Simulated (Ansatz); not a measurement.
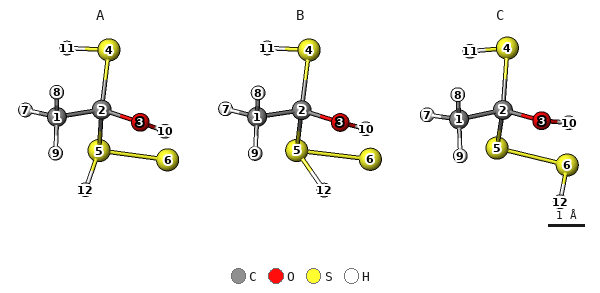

3 geometries from a converged minimum-energy path of C₂H₆OS₃, shuffled. The picture is a ball-and-stick view, seen from a free direction.

The calculation used Ansatz, RKS PBE0-D4/def2-SVP. Set-up: 5 movable images; climbing image; force threshold 0.03 eV/Å; iteration limit 60; starting path through a guess of the saddle point.

Q: Which frame is the top of the path?

A: B. In order along the path, whose images run from 0 to 6: C (image 2, +17.1 kJ/mol), B (image 4, +167.9 kJ/mol), A (image 6, +84.0 kJ/mol). A hydrogen atom shifts from one atom to another. Breaking: S6–H12 (1.36 → 1.78 at the top → 2.70 Å). Forming: S5–H12 (2.61 → 1.44 at the top → 1.37 Å).

The run took 4.1 min on 2 threads of Arm Neoverse V1 (shared host), peak memory 0.34 GiB.
